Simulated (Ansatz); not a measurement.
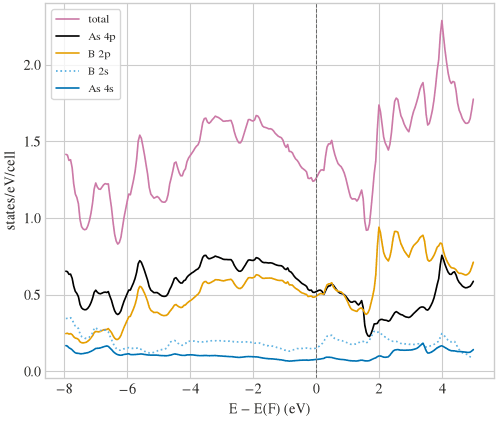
*Total and projected density of states of BAs (NiAs type, P6_3/mmc), plane-wave PAW PBE (Ansatz code)*

### Question
Which orbitals carry the states next to the Fermi level?

### Answer
Within 0.5 eV of the Fermi level: As 4p 41 %, B 2p 39 %, B 2s 13 %, As 4s 6 %. Projections are on Löwdin-orthogonalised atomic valence shells; empty p or d shells of many metals are not among them.

### Question
Where is the tallest occupied peak in this window, and what makes it?

### Answer
Near -1.9 eV, about 1.7 states/eV per cell; the largest projected share is As 4p.

The start of the workflow was typed in or built on a structure type; neither database checked (COD, Materials Project) lists it. It is not the phase usual at ambient conditions (space group No. 216). The PBE relaxation kept the symmetry of its start; whether a distortion lowers the energy is not shown. Its formation energy is positive at this level, so the cell may be metastable or incomplete. Spin–orbit coupling is left out wherever it is not named.

Potentials: the earlier of the program's two PAW sets.
